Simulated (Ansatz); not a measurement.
# AlH5O3Si: up Jacob's ladder to CCSD(T), part 2 of 2

Ansatz 0.2.0, Gaussian basis; functionals in def2-TZVPP, the program's frozen cores in correlated methods. The steps go on from the part before.

**17. ωB97M-V (range-separated)**

The input, in.yaml:

```yaml
crystal:
  periodic: [false, false, false]
  atoms:
    - {symbol: O, position_ang: [0.325758, 1.394363, -2.268100]}
    - {symbol: Al, position_ang: [0.865807, 0.534301, -0.924359]}
    - {symbol: O, position_ang: [2.533629, 0.376745, -0.748864]}
    - {symbol: O, position_ang: [-0.205876, -0.132309, 0.183278]}
    - {symbol: Si, position_ang: [-1.203821, -0.766102, 1.292587]}
    - {symbol: H, position_ang: [-0.601479, 1.536179, -2.447471]}
    - {symbol: H, position_ang: [2.931119, -0.091447, -0.017552]}
    - {symbol: H, position_ang: [-2.429113, 0.067850, 1.420065]}
    - {symbol: H, position_ang: [-1.601649, -2.142966, 0.894846]}
    - {symbol: H, position_ang: [-0.531373, -0.827712, 2.618470]}
basis:
  gaussian: {orbitals: def2-TZVPP}
hamiltonian: {xc: {name: wB97M-V}}
output: {forces: true, orbitals: {seedname: orbitals}}
```

The run is started by

```sh
ansatz run in.yaml --threads 4 --pin off --events-out ev --progress --plain --max-ram 10444MiB
```

Log, cut to the lines that bear on the results:

```text
Functional definition: wB97M-V
  name "wB97M-V"
  cite "Mardirossian & Head-Gordon, J. Chem. Phys. 144, 214110 (2016) doi:10.1063/1.4952647"
  cite "Becke, J. Chem. Phys. 107, 8554 (1997) doi:10.1063/1.475007"
  cite "Vydrov & Van Voorhis, J. Chem. Phys. 133, 244103 (2010) doi:10.1063/1.3521275"
  # Of w^i u^j: cxij and so on, Table III.
[...]
  gx(w, u) = 1 - cx + cx01*u + cx10*w
[...]
Atom 6 at     2.931119    -0.091447    -0.017552 Å, force     0.011489     0.019351    -0.031887 eV/Å
Atom 7 at    -2.429113     0.067850     1.420065 Å, force     0.145263    -0.098161    -0.015113 eV/Å
Atom 8 at    -1.601649    -2.142966     0.894846 Å, force     0.047641     0.164379     0.046920 eV/Å
Atom 9 at    -0.531373    -0.827712     2.618470 Å, force    -0.078991     0.007687    -0.156714 eV/Å
Dipole moment:    -0.203900    -0.126821     0.213636 e Å
```

Wall time 10 s (4 threads of Arm Neoverse V2, shared host); peak memory 0.85 GiB.

With the free atoms at this level, -20664.381 eV in sum, the atomisation energy is 3773.9 kJ/mol. HOMO -11.06 eV, LUMO 0.86 eV.

**18. B2PLYP (double hybrid)**

in.yaml: that of step 17 with these lines changed.

```diff
@@ -15,3 +15,2 @@
   gaussian: {orbitals: def2-TZVPP}
-hamiltonian: {xc: {name: wB97M-V}}
-output: {forces: true, orbitals: {seedname: orbitals}}
+hamiltonian: {xc: {name: B2PLYP}}
```

Same command.

Log, cut to the lines that bear on the results:

```text
Functional definition: B2PLYP
  name "B2PLYP"
  cite "Grimme, J. Chem. Phys. 124, 034108 (2006) doi:10.1063/1.2148954"
  cite "Becke, Phys. Rev. A 38, 3098 (1988) doi:10.1103/PhysRevA.38.3098"
  cite "Lee, Yang & Parr, Phys. Rev. B 37, 785 (1988) doi:10.1103/PhysRevB.37.785"
[...]
1485 factors; integrals over basis functions are off by at most 7.7e-4 eV
[...]
mean field -20688.09811541 eV, -760.2735828447 hartree, gradient 5.5e-6 eV, S^2 0.000000; 0 other end points of the search recorded, 0 dependent functions left out
13 core orbitals not correlated: weight in the atoms' cores, before any rotation towards them, 1.000 or more for the frozen orbitals, at most 0.000 for the correlated occupied ones
reference -20688.09829695 eV, -760.2735895163 hartree; 15, 15 occupied and 219, 219 virtual orbitals, 1485 factors
second order -29.99128915 eV of doubles, -0.00000000 eV of singles
Total energy: -20696.19594502 eV, -760.5711725941 hartree
```

Wall time 4.8 s (4 threads of Arm Neoverse V2, shared host); peak memory 0.6 GiB.

Atomisation energy: 3730.4 kJ/mol (free atoms -20657.533 eV, run apart).

**19. PBE-QIDH (double hybrid)**

in.yaml: that of step 18 with these lines changed.

```diff
@@ -15,2 +15,2 @@
   gaussian: {orbitals: def2-TZVPP}
-hamiltonian: {xc: {name: B2PLYP}}
+hamiltonian: {xc: {name: PBE-QIDH}}
```

Same command.

Log, cut to the lines that bear on the results:

```text
Functional definition: PBE-QIDH
  name "PBE-QIDH"
  cite "Brémond, Sancho-García, Pérez-Jiménez & Adamo, J. Chem. Phys. 141, 031101 (2014) doi:10.1063/1.4890314"
  cite "Perdew, Burke & Ernzerhof, Phys. Rev. Lett. 77, 3865 (1996) doi:10.1103/PhysRevLett.77.3865"
[...]
1485 factors; integrals over basis functions are off by at most 7.7e-4 eV
[...]
mean field -20678.60433520 eV, -759.9246928573 hartree, gradient 9.9e-6 eV, S^2 0.000000; 0 other end points of the search recorded, 0 dependent functions left out
13 core orbitals not correlated: weight in the atoms' cores, before any rotation towards them, 1.000 or more for the frozen orbitals, at most 0.000 for the correlated occupied ones
reference -20678.60434988 eV, -759.9246933965 hartree; 15, 15 occupied and 219, 219 virtual orbitals, 1485 factors
second order -27.86208231 eV of doubles, -0.00000000 eV of singles
Total energy: -20687.89171064 eV, -760.2659976095 hartree
```

Wall time 5 s (4 threads of Arm Neoverse V2, shared host); peak memory 0.6 GiB.

With the free atoms at this level, -20649.502 eV in sum, the atomisation energy is 3704.1 kJ/mol.

**20. Frontier levels by functional**

Dipoles come from the runs that computed forces. Levels, from each run's orbital file:

```
  functional  HOMO (eV)  LUMO (eV)  gap (eV)  dipole (D)
 LDA (SPW92)      -7.35      -1.81      5.54            
      PBE-D4      -7.22      -1.57      5.66        1.35
   revPBE-D4      -7.17      -1.43      5.74            
     BLYP-D4      -7.14      -1.53      5.61            
   r2SCAN-D4      -7.59      -1.08      6.51        1.45
      B97M-V      -7.69      -1.46      6.23            
     PBE0-D4      -8.73      -0.71      8.03            
    B3LYP-D4      -8.52      -1.02      7.50        1.56
  r2SCANh-D4      -8.15      -0.81      7.34            
  r2SCAN0-D4      -8.99      -0.42      8.57            
    HSE06-D4      -8.33      -1.08      7.25            
    BHLYP-D4     -10.17       0.01     10.19            
CAM-B3LYP-D4     -10.19       0.14     10.32            
     LC-ωPBE     -11.54       1.45     12.99            
     ωB97X-V     -11.20       1.21     12.41            
     ωB97M-V     -11.06       0.86     11.92        1.54
```

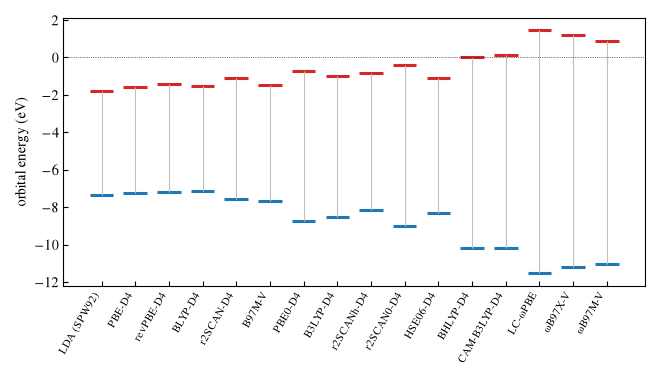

Highest occupied (blue) and lowest empty (red) level by functional.

**21. CCSD(T) in def2-SVP**

in.yaml: that of step 19 with these lines changed.

```diff
@@ -14,3 +14,3 @@
 basis:
-  gaussian: {orbitals: def2-TZVPP}
-hamiltonian: {xc: {name: PBE-QIDH}}
+  gaussian: {orbitals: def2-SVP}
+correlation: {method: ccsd_t}
```

The command is unchanged.

Log, cut to the lines that bear on the results:

```text
Functional definition: HF
  name "HF"
  cite "Fock, Z. Phys. 61, 126 (1930) doi:10.1007/BF01340294"
  parent pbe
[...]
965 factors; integrals over basis functions are off by at most 1.1e-3 eV
[...]
mean field -20632.26603497 eV, -758.2217917331 hartree, gradient 8.9e-7 eV, S^2 0.000000; 0 other end points of the search recorded, 0 dependent functions left out
13 core orbitals not correlated: weight in the atoms' cores, before any rotation towards them, 1.000 or more for the frozen orbitals, at most 0.000 for the correlated occupied ones
reference -20632.26603497 eV, -758.2217917331 hartree; 15, 15 occupied and 75, 75 virtual orbitals, 965 factors
second order -19.41627942 eV of doubles, -0.00000000 eV of singles
cycle   1  -19.76831591 eV  change   -3.5e-1 eV  update   1.0e-1
[...]
cycle   9  -20.36826468 eV  change   -2.2e-6 eV  update   1.4e-5
perturbative correction -0.39329963 eV, -0.0144534946 hartree
Total energy: -20653.02759928 eV, -758.9847651486 hartree
```

Run time: 3.9 s. Hardware: 4 threads of Arm Neoverse V2, shared host; peak memory 0.42 GiB.

**22. CCSD(T) in def2-TZVPP**

in.yaml: that of step 21 with these lines changed.

```diff
@@ -14,3 +14,4 @@
 basis:
-  gaussian: {orbitals: def2-SVP}
+  gaussian: {orbitals: def2-TZVPP}
 correlation: {method: ccsd_t}
+output: {orbitals: {seedname: orbitals}}
```

The command is unchanged.

Log, cut to the lines that bear on the results:

```text
Functional definition: HF
  name "HF"
  cite "Fock, Z. Phys. 61, 126 (1930) doi:10.1007/BF01340294"
  parent pbe
[...]
1485 factors; integrals over basis functions are off by at most 7.7e-4 eV
[...]
mean field -20645.62194483 eV, -758.7126123675 hartree, gradient 2.4e-6 eV, S^2 0.000000; 0 other end points of the search recorded, 0 dependent functions left out
13 core orbitals not correlated: weight in the atoms' cores, before any rotation towards them, 1.000 or more for the frozen orbitals, at most 0.000 for the correlated occupied ones
reference -20645.62194483 eV, -758.7126123675 hartree; 15, 15 occupied and 219, 219 virtual orbitals, 1485 factors
second order -24.92045699 eV of doubles, -0.00000000 eV of singles
cycle   1  -24.92799486 eV  change   -7.5e-3 eV  update   1.1e-1
[...]
cycle   9  -25.62480532 eV  change   -4.3e-6 eV  update   1.7e-5
perturbative correction -0.85531421 eV, -0.0314322174 hartree
Total energy: -20672.10206437 eV, -759.6857388115 hartree
```

Run time: 2.2 min. Hardware: 4 threads of Arm Neoverse V2, shared host; peak memory 4.9 GiB.

**23. MP2 in def2-QZVPP**

in.yaml: that of step 22 with these lines changed.

```diff
@@ -14,4 +14,3 @@
 basis:
-  gaussian: {orbitals: def2-TZVPP}
-correlation: {method: ccsd_t}
-output: {orbitals: {seedname: orbitals}}
+  gaussian: {orbitals: "def2-QZVPP.json"}
+correlation: {method: mp2}
```

The command is unchanged.

Log, cut to the lines that bear on the results:

```text
Functional definition: HF
  name "HF"
  cite "Fock, Z. Phys. 61, 126 (1930) doi:10.1007/BF01340294"
  parent pbe
[...]
2777 factors; integrals over basis functions are off by at most 9.9e-4 eV
[...]
mean field -20646.40365685 eV, -758.7413397543 hartree, gradient 1.2e-6 eV, S^2 0.000000; 0 other end points of the search recorded, 0 dependent functions left out
13 core orbitals not correlated: weight in the atoms' cores, before any rotation towards them, 1.000 or more for the frozen orbitals, at most 0.000 for the correlated occupied ones
reference -20646.40365685 eV, -758.7413397543 hartree; 15, 15 occupied and 433, 433 virtual orbitals, 2777 factors
second order -26.95365096 eV of doubles, -0.00000000 eV of singles
Total energy: -20673.35730781 eV, -759.7318681572 hartree
```

It took 18 s on 4 threads of Arm Neoverse V2, shared host; peak memory 2.4 GiB.

The pieces so far (eV):

```
     basis           HF  MP2 correlation  CCSD correlation      (T)              total
  def2-SVP  -20632.2660         -19.4163          -20.3683  -0.3933        -20653.0276
def2-TZVPP  -20645.6219         -24.9205          -25.6248  -0.8553        -20672.1021
def2-QZVPP  -20646.4037         -26.9537                             -20673.3573 (MP2)
```

The report of the def2-TZVPP run gives T1 = 0.0121.

**24. From triple and quadruple zeta to the limit**

No new run: Hartree-Fock is extrapolated as exp(−7.88√X) and correlation as X^−2.97, with X = 3 and 4; only MP2 was run in the larger set, so CCSD(T) minus MP2 is added from the smaller one.

```
  level  energy at the limit (eV)
     HF               -20646.5113
    MP2               -20674.9710
   CCSD               -20675.6754
CCSD(T)               -20676.5307
```

**25. RPA on PBE orbitals**

in.yaml: that of step 23 with these lines changed.

```diff
@@ -14,3 +14,4 @@
 basis:
-  gaussian: {orbitals: "def2-QZVPP.json"}
-correlation: {method: mp2}
+  gaussian: {orbitals: def2-TZVPP}
+hamiltonian: {xc: pbe}
+correlation: {method: rpa}
```

Launched as before.

Log, cut to the lines that bear on the results:

```text
Functional definition: PBE
  name "PBE"
  cite "Perdew, Burke & Ernzerhof, Phys. Rev. Lett. 77, 3865 (1996) doi:10.1103/PhysRevLett.77.3865"
  parent pbe
[...]
1485 factors; integrals over basis functions are off by at most 7.7e-4 eV
[...]
mean field -20691.63708103 eV, -760.4036374324 hartree, gradient 1.3e-6 eV, S^2 0.000000; 0 other end points of the search recorded, 0 dependent functions left out
13 core orbitals not correlated: weight in the atoms' cores, before any rotation towards them, 1.000 or more for the frozen orbitals, at most 0.000 for the correlated occupied ones
reference -20643.86323943 eV, -758.6479811359 hartree; 15, 15 occupied and 219, 219 virtual orbitals, 1485 factors
Total energy: -20683.44646143 eV, -760.1026377141 hartree
```

Run time: 5.5 s. Hardware: 4 threads of Arm Neoverse V2, shared host; peak memory 0.58 GiB.

RPA correlation: -39.583 eV. No RPA run of the hydrogen atom was made, so RPA has no atomisation energy below.

**26. All levels against the reference**

Atomisation energy = energies of 3 O, 1 Al, 1 Si, 5 H (separate runs, same level) minus the molecule's; electronic only, no spin-orbit term.

```
            method             rung  atomisation energy (kJ/mol)  from CCSD(T)/CBS (kJ/mol)     time
       LDA (SPW92)              LDA                       4249.6                     +449.6    1.1 s
            PBE-D4              GGA                       3762.3                      -37.7    2.2 s
         revPBE-D4              GGA                       3662.9                     -137.1    1.8 s
           BLYP-D4              GGA                       3745.9                      -54.1    1.9 s
         r2SCAN-D4         meta-GGA                       3771.5                      -28.5    4.2 s
            B97M-V         meta-GGA                       3764.7                      -35.3      8 s
           PBE0-D4           hybrid                       3688.8                     -111.2    2.8 s
          B3LYP-D4           hybrid                       3744.6                      -55.4    4.2 s
        r2SCANh-D4           hybrid                       3738.5                      -61.5    4.4 s
        r2SCAN0-D4           hybrid                       3690.8                     -109.2    4.9 s
          HSE06-D4           hybrid                       3691.0                     -109.0      3 s
          BHLYP-D4           hybrid                       3631.9                     -168.1    2.8 s
      CAM-B3LYP-D4  range-separated                       3783.1                      -16.9    3.3 s
           LC-ωPBE  range-separated                       3733.7                      -66.3    2.4 s
           ωB97X-V  range-separated                       3773.9                      -26.1      7 s
           ωB97M-V  range-separated                       3773.9                      -26.1     10 s
            B2PLYP    double hybrid                       3730.4                      -69.6    4.8 s
          PBE-QIDH    double hybrid                       3704.1                      -95.9      5 s
     HF/def2-TZVPP     wavefunction                       2734.3                    -1065.7         
    MP2/def2-TZVPP     wavefunction                       3782.4                      -17.6         
   CCSD/def2-TZVPP     wavefunction                       3631.6                     -168.4         
  CCSD(T)/def2-SVP     wavefunction                       3483.9                     -316.1    3.9 s
CCSD(T)/def2-TZVPP     wavefunction                       3682.1                     -117.9  2.2 min
           MP2/CBS     wavefunction                       3900.2                     +100.2         
       CCSD(T)/CBS     wavefunction                       3800.0                          0  2.5 min
```

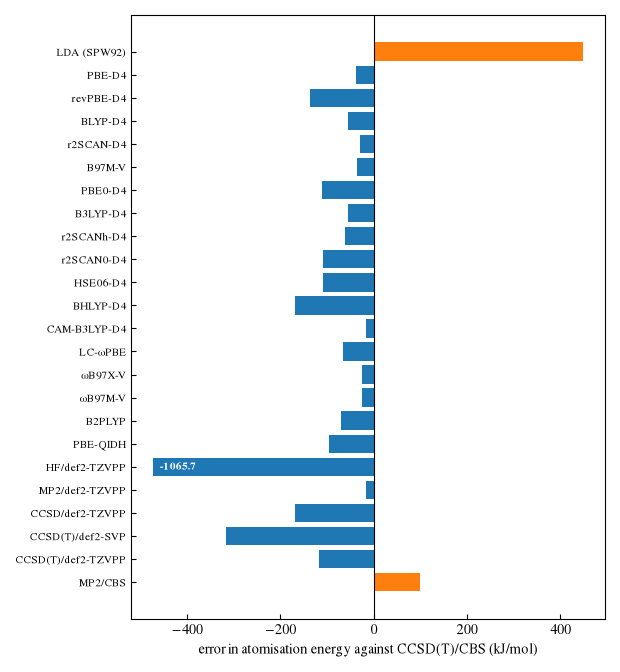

Error of each method against CCSD(T)/CBS. Bars with a number in them are cut short.

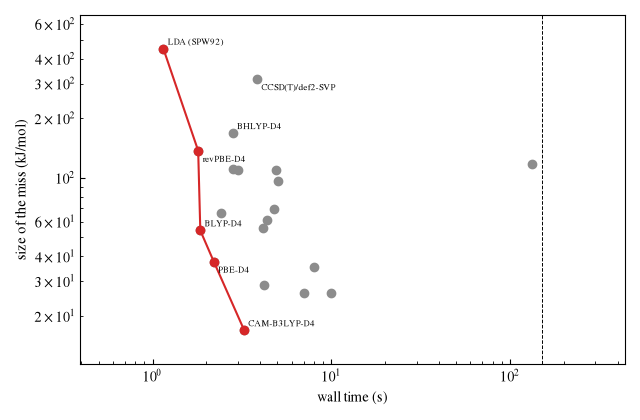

Miss against cost. Red marks the levels that no quicker level drawn beats (of those quicker than the yardstick), and the dashed line is the time of CCSD(T)/CBS. Only those levels and the largest misses are named. Times are from a shared host.

LDA (SPW92), LC-ωPBE, B2PLYP, PBE-QIDH carry no dispersion term (for B3LYP, D4 adds 29.5 kJ/mol).

Times are those of the molecule's run; HF, MP2 and CCSD come out of the CCSD(T) runs, and the limit's time is the sum of the runs that it needs.

**27. Outcome**

This closing draws on all 2 parts.

| quantity | value |
| --- | --- |
| atomisation energy, CCSD(T)/CBS | 3800.0 kJ/mol |
| functionals within 19.0 kJ/mol (0.5 %) | CAM-B3LYP-D4 |
| farthest beyond LDA | BHLYP-D4 (-168.1 kJ/mol) |
| mean size of error, GGA | 76.3 kJ/mol |
| mean size of error, meta-GGA | 31.9 kJ/mol |
| mean size of error, hybrid | 102.4 kJ/mol |
| mean size of error, range-separated | 33.8 kJ/mol |
| mean size of error, double hybrid | 82.7 kJ/mol |
| gap, smallest and largest | 5.54 eV (LDA (SPW92)), 12.99 eV (LC-ωPBE) |
| T1 diagnostic | 0.0121 |
| triples share of the correlation energy | 3.2 % |

LDA overbinds by 449.6 kJ/mol (12 %). PBE-D4 misses by -37.7 kJ/mol. Double hybrids carry the basis error of their MP2 part in triple zeta, and no dispersion term here, so their miss is partly the set-up's. Taken by rung, meta-GGA functionals do best (31.9 kJ/mol on average) and hybrid ones worst beyond LDA (102.4 kJ/mol). The gap between the best rungs is small, so their order is not settled. The mean of the hybrids holds BHLYP, with half exact exchange. Misses under about 19.0 kJ/mol are within the doubt on the reference itself, which lacks core-valence correlation, relativity and higher excitations. Hartree-Fock recovers 72 % of the binding; the rest is correlation. CCSD(T) in def2-SVP is off by -316.1 kJ/mol, worse than the median functional, from the basis alone. Orbital gaps span 5.5 to 13.0 eV; exact exchange widens them.

For cost: CAM-B3LYP-D4 gets within 16.9 kJ/mol in 3.3 s, where CCSD(T)/CBS took 2.5 min; the quickest level in the cost chart, LDA (SPW92), takes 1.1 s and misses by 449.6 kJ/mol.
